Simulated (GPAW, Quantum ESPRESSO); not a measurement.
## Core-hole calculation of the F K edge in KCoF3 (Pm-3m)

What does one-electron theory with a core hole give for the F K edge of KCoF3 (Pm-3m)?

Calculated with GPAW 26.7.0; X-ray absorption from dipole matrix elements to empty bands, plane-wave PAW LDA+U.

### Step 1. Set-up

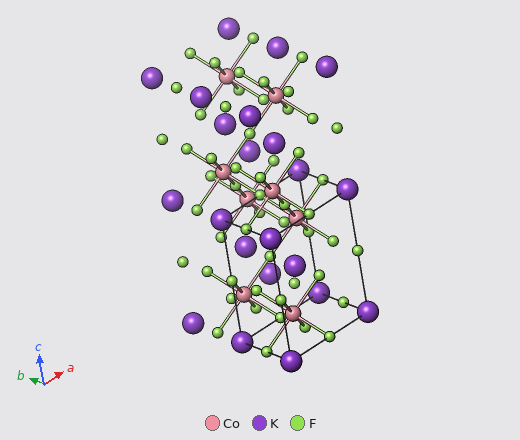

The starting structure, seen slightly off an axis (cobalt pink, potassium purple, fluorine green). 1×2×2 cells are drawn. Some periodic images of atoms are drawn too.

As a file:

```xyz
10
Lattice="4.0710 4.0710 0.0000 0.0000 4.0710 4.0710 4.0710 0.0000 4.0710" Properties=species:S:1:pos:R:3 pbc="T T T"
Co    2.0355    2.0355    2.0355
Co    6.1065    6.1065    6.1065
K     0.0000    0.0000    0.0000
K     4.0710    4.0710    4.0710
F     2.0355    2.0355    0.0000
F     2.0355    2.0355    4.0710
F     2.0355    0.0000    2.0355
F     2.0355    4.0710    2.0355
F     0.0000    2.0355    2.0355
F     4.0710    2.0355    2.0355
```

### Step 2. Ground state of the crystal

The ground state comes first: it tells whether the system has a gap, which decides how the excited electron is treated.

scf.py reads:

```python
import numpy as np
from ase import Atoms
from ase.parallel import parprint, paropen
from gpaw import GPAW, PW, FermiDirac, Mixer, MixerDif, setup_paths
from gpaw.test import gen
setup_paths.insert(0, '.')
gen('F', name='nch1s', xcname='LDA', corehole=(1, 0, 0), write_xml=True)
from gpaw.mpi import world
world.barrier()

atoms = Atoms('Co2K2F6',
    cell=[[4.071, 4.071, 0],
     [0, 4.071, 4.071],
     [4.071, 0, 4.071]],
    scaled_positions=[[0.25, 0.25, 0.25],
     [0.75, 0.75, 0.75],
     [0, 0, 0],
     [0.5, 0.5, 0.5],
     [0.5, 0, 0],
     [0, 0.5, 0.5],
     [0, 0, 0.5],
     [0.5, 0.5, 0],
     [0, 0.5, 0],
     [0.5, 0, 0.5]],
    magmoms=[3.0, -3.0, 0.0, 0.0, 0.0, 0.0, 0.0, 0.0, 0.0, 0.0],
    pbc=True)
atoms.calc = calc = GPAW(legacy_gpaw=True, mode=PW(500), xc='LDA', setups={'Co': ':d,5', 4: 'nch1s'},
    kpts={'size': (4, 4, 4), 'gamma': True}, occupations=FermiDirac(0.05),
    charge=0, mixer=MixerDif(0.05, 8, 50), maxiter=150,
    convergence={'density': 0.0001}, txt='scf.txt')
energy = atoms.get_potential_energy() + calc.get_reference_energy()
ef = calc.get_fermi_level()
out = dict(energy=energy, fermi=ef, forces=atoms.get_forces().tolist(), magmoms=atoms.get_magnetic_moments().tolist())
parprint(f'all-electron energy {energy:.4f} eV, Fermi level {ef:.4f} eV')
ev = np.array([[calc.get_eigenvalues(k, s) for k in range(len(calc.get_ibz_k_points()))] for s in range(calc.get_number_of_spins())])
out['homo'], out['lumo'], out['counts'] = ev[ev < ef].max(), ev[ev > ef].min(), sorted(set((ev < ef).sum((0, 2)).tolist()))
out['filled'] = (ev[:, 0] < ef).sum(1).tolist()
import json
with paropen('out.json', 'w') as f:
    json.dump(out, f)
```

Launch:

```bash
$ OMP_NUM_THREADS=1 mpirun -n 4 gpaw python scf.py
```

Numbers of over 12 decimals in the logs are rounded to 6 here.

Log:

```text
Input parameters:
  convergence: {density: 0.0001}
  kpts: {gamma: True,
         size: (4, 4, 4)}
  maxiter: 150
  mixer: {backend: pulay,
          beta: 0.05,
          method: difference,
          nmaxold: 8,
          weight: 50}
  mode: {ecut: 500.0,
         name: pw}
  occupations: {fixmagmom: False,
                name: fermi-dirac,
                width: 0.05}
  setups: {4: nch1s,
           Co: :d,5}

Initialize ...

[... PAW data sets ...]

Reference energy: -124551.626129  # eV

Spin-polarized calculation.
Initial magnetic moment: 0.000000

[... convergence settings ...]
Symmetries present (total): 4
  [... symmetry matrices ...]

64 k-points: 4 x 4 x 4 Monkhorst-Pack grid + [1/8,1/8,1/8]
18 k-points in the irreducible part of the Brillouin zone
       k-points in crystal coordinates                weights
   0:     0.00000000    0.00000000    0.00000000          1/64
   1:     0.00000000    0.25000000   -0.25000000          2/64
   2:     0.00000000    0.25000000    0.00000000          4/64
   3:     0.00000000    0.25000000    0.25000000          2/64
   4:     0.00000000    0.50000000    0.00000000          2/64
   5:     0.00000000    0.50000000    0.25000000          4/64
   6:     0.00000000    0.50000000    0.50000000          1/64
   7:     0.25000000    0.25000000    0.00000000          4/64
   8:     0.25000000    0.25000000    0.25000000          4/64
   9:     0.25000000    0.50000000   -0.25000000          4/64
          ...
  17:     0.50000000    0.50000000    0.50000000          2/64

Wave functions: Plane wave expansion
  Cutoff energy: 500.000 eV
  Number of coefficients (min, max): 3378, 3479
  Pulay-stress correction: 0.000000 eV/Ang^3 (de/decut=0.000000)
  Using FFTW library
  Wavefunction extrapolation:
    Improved wavefunction reuse through dual PAW basis

Occupation numbers: Fermi-Dirac:
  width: 0.0500  # eV

Eigensolver
   Davidson(niter=2)

Densities:
  Coarse grid: 30*30*30 grid
  Fine grid: 60*60*60 grid
  Total Charge: 0.000000

Density mixing:
  Method: difference
  Backend: pulay
  Linear mixing parameter: 0.05
  old densities: 8
  Width of damping distribution: 1.1
  Damping of long wavelength oscillations: 50

[... Hamiltonian set-up ...]
Number of atoms: 10
Number of atomic orbitals: 52
Number of bands in calculation: 51
Number of valence electrons: 78
Bands to converge: occupied

... initialized

Initializing position-dependent things.

Density initialized from atomic densities
Creating initial wave functions:
  51 bands from LCAO basis set

                          Co

                    K
             F

               F
        F    Co   F
            F
             F
       K

Atomic positions and initial magnetic moments

Positions:
   0 Co     2.035500    2.035500    2.035500    ( 0.0000,  0.0000,  3.0000)
   1 Co     6.106500    6.106500    6.106500    ( 0.0000,  0.0000, -3.0000)
   2 K      0.000000    0.000000    0.000000    ( 0.0000,  0.0000,  0.0000)
   3 K      4.071000    4.071000    4.071000    ( 0.0000,  0.0000,  0.0000)
   4 F      2.035500    2.035500    0.000000    ( 0.0000,  0.0000,  0.0000)
   5 F      2.035500    2.035500    4.071000    ( 0.0000,  0.0000,  0.0000)
   6 F      2.035500    0.000000    2.035500    ( 0.0000,  0.0000,  0.0000)
   7 F      2.035500    4.071000    2.035500    ( 0.0000,  0.0000,  0.0000)
   8 F      0.000000    2.035500    2.035500    ( 0.0000,  0.0000,  0.0000)
   9 F      4.071000    2.035500    2.035500    ( 0.0000,  0.0000,  0.0000)

Unit cell:
           periodic     x           y           z      points  spacing
  1. axis:    yes    4.071000    4.071000    0.000000    30     0.1567
  2. axis:    yes    0.000000    4.071000    4.071000    30     0.1567
  3. axis:    yes    4.071000    0.000000    4.071000    30     0.1567

  Lengths:   5.757263   5.757263   5.757263
  Angles:   60.000000  60.000000  60.000000

[...]
iter:  21   -54.745988c  -4.19  -2.64    +0.0001
iter:  22   -54.763930c  -4.14  -2.60    +0.0002
iter:  23   -54.808163   -3.16  -2.65    +0.0000
iter:  24   -54.808069   -3.68  -2.71    +0.0001
iter:  25   -54.810827c  -3.45  -2.76    +0.0000
iter:  26   -54.805230c  -3.80  -2.70    +0.0000
iter:  27   -54.804653c  -3.88  -2.80    +0.0000
[...]
iter:  34   -54.806881c  -4.92  -3.61    -0.0000
iter:  35   -54.806892c  -6.14  -3.86    -0.0000
iter:  36   -54.806892c  -6.90  -4.00    +0.0000
iter:  37   -54.806954c  -5.04  -4.06c   +0.0000
iter:  38   -54.806933c  -5.87  -4.10c   +0.0000
iter:  39   -54.806932c  -6.85  -4.46c   +0.0000
iter:  40   -54.806933c  -6.67  -4.51c   -0.0000
iter:  41   -54.806934c  -6.51  -4.54c   -0.0000
iter:  42   -54.806933c  -8.05c -4.91c   -0.0000

Converged after 42 iterations.

Dipole moment: (0.000036, 0.000036, 0.000020) |e|*Ang

Total magnetic moment: (0.000000, 0.000000, -0.000000)
Local magnetic moments:
   0 Co ( 0.000000,  0.000000,  2.703725)
   1 Co ( 0.000000,  0.000000, -2.703718)
   2 K  ( 0.000000,  0.000000,  0.000000)
   3 K  ( 0.000000,  0.000000,  0.000000)
   4 F  ( 0.000000,  0.000000, -0.000002)
   5 F  ( 0.000000,  0.000000, -0.000002)
   6 F  ( 0.000000,  0.000000, -0.000003)
   7 F  ( 0.000000,  0.000000, -0.000003)
   8 F  ( 0.000000,  0.000000, -0.000003)
   9 F  ( 0.000000,  0.000000, -0.000003)

Energy contributions relative to reference atoms: (reference = -124551.626129)

Kinetic:        +86.634489
Potential:      -75.186333
External:        +0.000000
XC:             -66.197985
Entropy (-ST):   -0.000000
Local:           -0.057105
SIC:             +0.000000
--------------------------
Free energy:    -54.806933
Extrapolated:   -54.806933

Spin contamination: 2.874858 electrons
Showing only first 2 kpts
                      Up                     Down
 Kpt  Band  Eigenvalues  Occupancy  Eigenvalues  Occupancy
  0    37      2.09956    1.00000      2.10006    1.00000
  0    38      2.10004    1.00000      2.10050    1.00000
  0    39      6.24420    0.00000      6.24474    0.00000
  0    40      6.32967    0.00000      6.32967    0.00000

  1    37      2.09085    1.00000      2.09139    1.00000
  1    38      2.11566    1.00000      2.11616    1.00000
  1    39      6.26851    0.00000      6.26906    0.00000
  1    40      7.06986    0.00000      7.07047    0.00000

Fermi level: 4.07534

Gap: 4.072 eV
Transition (v -> c):
  (s=1, k=6, n=38, [0.00, 0.50, 0.50]) -> (s=0, k=0, n=39, [0.00, 0.00, 0.00])
Direct/indirect transitions are different
Direct gap: 4.098 eV
Transition at: (s=1->0, k=6, n=38, [0.00, 0.50, 0.50])

Forces in eV/Ang:
  0 Co    0.00000    0.00000    0.00000
  1 Co    0.00000    0.00000   -0.00000
  2 K     0.00000   -0.00000   -0.00003
  3 K     0.00000    0.00000    0.00003
  4 F     0.00000    0.00000    0.00091
  5 F     0.00000    0.00000   -0.00091
  6 F     0.00006    0.00115    0.00000
  7 F    -0.00006   -0.00115    0.00000
  8 F     0.00115    0.00006    0.00000
  9 F    -0.00115   -0.00006    0.00000
Scalar-relativistic atomic LDA calculation for F (Fluorine, Z=9)
Core hole in 1s state (1s occupation: 2.0)
300 radial gridpoints.
|------------------------------------------------|
|------------------------------------------------|
[... the atom generator's iteration count ...]

Energy contributions:
-------------------------
Kinetic:      +98.924702
XC:            -9.628727
Potential:   -188.480882
-------------------------
Total:        -99.184907

state      eigenvalue         ekin         rmax
-----------------------------------------------
1s^2.0 :   -24.213779    36.855229        0.115
2s^2.0 :    -1.089490     4.159703        0.767
2p^5.0 :    -0.415007     3.378968        0.703
-----------------------------------------------
(units: Bohr and Hartree)

Generating PAW setup
Kinetic energy of the core from tauc = 73.784289
Cutoffs:
rc(s)=1.200
rc(p)=1.200
rc(d)=1.200
rc(vbar)=1.080
rc(comp)=1.200
rc(nct)=1.200

Kinetic energy of the core states: 73.710458
Charge: 0.0
Core electrons: 2.0
Valence electrons: 7.0
Pseudo-core charge: 0.000387
Shape function alpha=6.944
Pseudo-electron charge 6.013308
state    eigenvalue         norm
--------------------------------
2s(2) :    -1.089490     1.062936
*s    :    -0.089490
2p(5) :    -0.415007     0.777410
*p    :     0.584993
*d    :     0.000000
--------------------------------

Diagonalizing with gridspacing h=0.050

state   all-electron     PAW
-------------------------------
2s:      -1.089490    -1.091166
2p:      -0.415007    -0.417133
*d:                    0.051257
*f:                    0.077758
-------------------------------
all-electron energy -124606.4331 eV, Fermi level 4.0753 eV
```

Run time: 2.1 min. Hardware: 4 MPI ranks of Arm Neoverse V1, shared host; peak memory 0.31 GiB; 8.6 min of CPU time.

The mesh shows a gap of 4.07 eV, so the hole is first treated in a charged cell, without the excited electron.

Site moments (μB): 2.70, -2.70, 0.00, 0.00, 0.00, 0.00, 0.00, 0.00, 0.00, 0.00.

### Step 3. Spectrum without a core hole, F atom 5

Without a hole the spectrum is the empty density of states of the right symmetry on the absorber, weighted by matrix elements. It needs only the small cell and serves as the baseline. The data set with a hole of occupation 0 only carries the core orbital.

The absorber has 2 Co at 2.04 Å (linear, site symmetry 4/mmm).

xas.py reads:

```python
import numpy as np
from ase import Atoms
from ase.parallel import parprint, paropen
from gpaw import GPAW, PW, FermiDirac, Mixer, MixerDif, setup_paths
from gpaw.test import gen
setup_paths.insert(0, '.')
gen('F', name='nch1s', xcname='LDA', corehole=(1, 0, 0), write_xml=True)
from gpaw.mpi import world
world.barrier()

atoms = Atoms('Co2K2F6',
    cell=[[4.071, 4.071, 0],
     [0, 4.071, 4.071],
     [4.071, 0, 4.071]],
    scaled_positions=[[0.25, 0.25, 0.25],
     [0.75, 0.75, 0.75],
     [0, 0, 0],
     [0.5, 0.5, 0.5],
     [0.5, 0, 0],
     [0, 0.5, 0.5],
     [0, 0, 0.5],
     [0.5, 0.5, 0],
     [0, 0.5, 0],
     [0.5, 0, 0.5]],
    magmoms=[3.0, -3.0, 0.0, 0.0, 0.0, 0.0, 0.0, 0.0, 0.0, 0.0],
    pbc=True)
atoms.calc = calc = GPAW(legacy_gpaw=True, mode=PW(500), xc='LDA', setups={'Co': ':d,5', 4: 'nch1s'},
    kpts={'size': (4, 4, 4), 'gamma': True}, occupations=FermiDirac(0.02),
    charge=0, mixer=MixerDif(0.05, 8, 50), maxiter=150,
    convergence={'density': 0.0001}, txt='scf.txt')
energy = atoms.get_potential_energy() + calc.get_reference_energy()
ef = calc.get_fermi_level()
out = dict(energy=energy, fermi=ef, forces=atoms.get_forces().tolist(), magmoms=atoms.get_magnetic_moments().tolist())
parprint(f'all-electron energy {energy:.4f} eV, Fermi level {ef:.4f} eV')
ev = np.array([[calc.get_eigenvalues(k, s) for k in range(len(calc.get_ibz_k_points()))] for s in range(calc.get_number_of_spins())])
out['homo'], out['lumo'], out['counts'] = ev[ev < ef].max(), ev[ev > ef].min(), sorted(set((ev < ef).sum((0, 2)).tolist()))
out['filled'] = (ev[:, 0] < ef).sum(1).tolist()

from ase.units import Ha
from gpaw.xas import dipole_matrix_elements
nb = int(calc.get_number_of_electrons() / 2) + 93
top, nb = nb, nb + 8 + nb // 12
nscf = calc.fixed_density(kpts={'size': (5, 5, 5), 'gamma': True}, nbands=nb,
    convergence={'bands': top, 'eigenstates': 1e-5}, maxiter=60, txt='nscf.txt')
cell = atoms.cell.array
ops = [cell.T @ U.T @ np.linalg.inv(cell.T) for U in nscf.wfs.kd.symmetry.op_scc]
filled = [39, 39]  # bands filled in the ground state, by spin
E = np.arange(-25, 34, 0.1)
fwhm = np.interp(E, [4, 25], [0.9, 3.5])
Y, X, zero, highest = 0, 0, 1e9, 1e9
for spin in range(nscf.get_number_of_spins()):
    wfs = nscf.wfs
    A = dipole_matrix_elements(wfs.setups[4])
    eps = np.zeros((wfs.kd.nibzkpts, nb))
    d = np.zeros((3, A.shape[1], wfs.kd.nibzkpts, nb), complex)
    for kpt in wfs.kpt_u:
        if kpt.s == spin and 4 in kpt.P_ani:
            eps[kpt.k] = kpt.eps_n * Ha
            d[:, :, kpt.k] = (kpt.weight * wfs.nspins / 2) ** 0.5 * np.inner(A, kpt.P_ani[4])
    world.sum(eps)
    world.sum(d)
    T = np.einsum('amkn,bmkn->abkn', d, d.conj()).real
    T = sum(np.einsum('ai,ijkn,bj->abkn', R, T, R) for R in ops) / len(ops)
    empty = np.ones_like(eps, bool) & (np.arange(nb) >= filled[spin])
    zero, highest = min(zero, eps[empty].min()), min(highest, eps[:, top - 1].min())
    lines = [(eps, T, empty)] if spin == 0 else lines + [(eps, T, empty)]
for eps, T, empty in lines:
    f = np.einsum('aakn->akn', T).reshape(3, -1)
    x = eps.ravel() - zero
    w = np.interp(x, E, fwhm) / 2.35482
    g = np.exp(-0.5 * ((E[:, None] - x) / w) ** 2) / (w * (2 * np.pi) ** 0.5)
    Y = Y + (f * empty.ravel()) @ g.T
    X = X + (f * ~empty.ravel()) @ g.T
out.update(E=E.round(2).tolist(), xas=Y.tolist(), xes=X.tolist(), zero=zero, valid=highest - zero, nk=len(eps), nb=nb)
for i in range(0, len(E), 10):
    parprint(f'{E[i]:7.2f}', *(f'{v:10.3e}' for v in Y[:, i]))
import json
with paropen('out.json', 'w') as f:
    json.dump(out, f)
```

Launch:

```bash
$ OMP_NUM_THREADS=1 mpirun -n 4 gpaw python xas.py
```

Log:

```text
Input parameters:
  convergence: {density: 0.0001}
  kpts: {gamma: True,
         size: (4, 4, 4)}
  maxiter: 150
  mixer: {backend: pulay,
          beta: 0.05,
          method: difference,
          nmaxold: 8,
          weight: 50}
  mode: {ecut: 500.0,
         name: pw}
  occupations: {fixmagmom: False,
                name: fermi-dirac,
                width: 0.02}
  setups: {4: nch1s,
           Co: :d,5}

[...]
2s:      -1.089490    -1.091166
2p:      -0.415007    -0.417133
*d:                    0.051257
*f:                    0.077758
-------------------------------
all-electron energy -124606.4331 eV, Fermi level 4.1236 eV
 -25.00 2.211e-252 2.211e-252 3.165e-252
 -24.00 1.275e-242 1.275e-242 1.837e-242
 -23.00 4.688e-233 4.688e-233 6.799e-233
 -22.00 1.099e-223 1.099e-223 1.606e-223
[...]
32.00  9.855e-05  9.855e-05  1.526e-04
  33.00  8.811e-05  8.811e-05  1.420e-04
[key lines of the parts left out:]
Converged after 34 iterations.
Dipole moment: (0.000000, 0.000000, 0.000000) |e|*Ang
Free energy:    -54.806934
Fermi level: 4.12361
```

Elapsed: 6.6 min, on 4 MPI ranks; peak memory 0.54 GiB; 26 min of CPU time.

The F K spectrum, F atom 5, no core hole (energy from the lowest empty level; intensity scaled to a mean of 1 over the first 20 eV):

```tsv
E (eV)	intensity
-2.0	0.00
-0.5	0.00
1.0	0.17
2.5	0.58
4.0	1.35
5.5	1.62
7.0	1.88
8.5	1.27
10.0	1.65
11.5	0.96
13.0	0.41
14.5	0.42
16.0	0.74
17.5	1.06
19.0	0.80
20.5	0.51
22.0	0.53
23.5	0.65
25.0	0.72
26.5	0.80
28.0	0.89
29.5	0.98
31.0	1.17
```

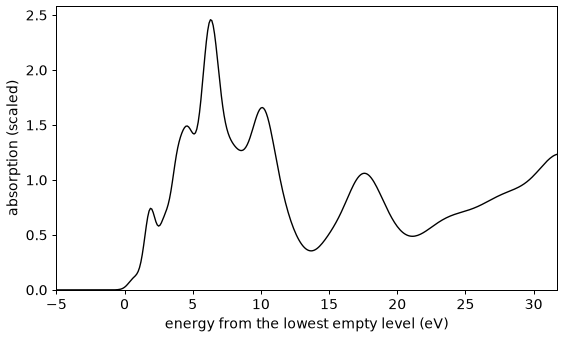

The F K edge, F atom 5, no core hole: main maxima at 4.6, 6.3 and 10.1 eV.

Main maxima below 24 eV (height): 1.9 eV (0.74), 4.6 eV (1.49), 6.3 eV (2.46), 10.1 eV (1.66) and 17.6 eV (1.06). A K edge sees empty p states; the first features are F p mixed into the empty d states of the Co neighbours, and the broad ones above probably into the cations' higher empty bands.

The same matrix elements for filled bands give the F K emission of F atom 5 (ground-state approximation; energy from the lowest empty level, largest value 1):

```tsv
E (eV)	emission
-24.0	0.00
-22.5	0.00
-21.0	0.00
-19.5	0.00
-18.0	0.00
-16.5	0.00
-15.0	0.00
-13.5	0.00
-12.0	0.00
-10.5	0.02
-9.0	0.29
-7.5	0.44
-6.0	0.72
-4.5	0.12
-3.0	0.00
-1.5	0.00
0.0	0.00
1.5	0.00
3.0	0.00
```

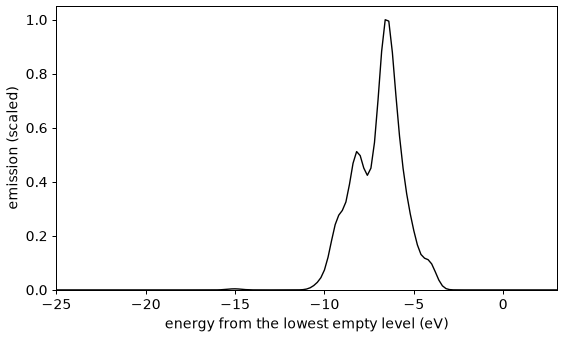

X-ray emission from the filled bands.

Emission maxima: -8.2 eV (0.51) and -6.6 eV (1.00).

### Step 4. Reference energy of the cell

The photon energy needs a difference of total energies, so the cell and mesh of the coming hole run are first run without a hole.

Changes to scf.py since step 2:

```diff
@@ -27,3 +27,3 @@
 atoms.calc = calc = GPAW(legacy_gpaw=True, mode=PW(500), xc='LDA', setups={'Co': ':d,5', 4: 'nch1s'},
-    kpts={'size': (4, 4, 4), 'gamma': True}, occupations=FermiDirac(0.05),
+    kpts={'size': (4, 4, 4), 'gamma': True}, occupations=FermiDirac(0.02),
     charge=0, mixer=MixerDif(0.05, 8, 50), maxiter=150,
```

Launch:

```bash
$ OMP_NUM_THREADS=1 mpirun -n 4 gpaw python scf.py
```

Log:

```text
Input parameters:
  convergence: {density: 0.0001}
  kpts: {gamma: True,
         size: (4, 4, 4)}
  maxiter: 150
  mixer: {backend: pulay,
          beta: 0.05,
          method: difference,
          nmaxold: 8,
          weight: 50}
  mode: {ecut: 500.0,
         name: pw}
  occupations: {fixmagmom: False,
                name: fermi-dirac,
                width: 0.02}
  setups: {4: nch1s,
           Co: :d,5}

[...]
2s(2) :    -1.089490     1.062936
*s    :    -0.089490
2p(5) :    -0.415007     0.777410
*p    :     0.584993
*d    :     0.000000
--------------------------------

Diagonalizing with gridspacing h=0.050

state   all-electron     PAW
-------------------------------
2s:      -1.089490    -1.091166
2p:      -0.415007    -0.417133
*d:                    0.051257
*f:                    0.077758
-------------------------------
all-electron energy -124606.4331 eV, Fermi level 4.1236 eV
[key lines of the parts left out:]
Converged after 34 iterations.
Dipole moment: (0.000000, 0.000000, 0.000000) |e|*Ang
Free energy:    -54.806934
Fermi level: 4.12361
```

The job ended after 1.7 min (4 MPI ranks; peak memory 0.31 GiB).

Reference energy: -124606.433 eV with the cores included.

[end of part 1 of 2]

[Banner, clock and machine lines of the logs are left out without a mark of their own.]

[Logs are printed without paths, hosts, clocks, repeated set-up lines and the standing remarks that a program may print on its own settings, such as how far it seeks lower states.]

[Hosts, paths, dates, database ids (printed as entryN), source tags and the programs' standing remarks are cut or masked in the printed files.]

[Lists of maxima count a maximum above −3 eV only where it reaches 4 % of the highest in the window and stands out from its surroundings by 2 % of it (1.5 % where it reaches 55 %); shoulders and weaker maxima are passed over, and of the rest the first, up to two pre-edge ones and the few strongest are named.]
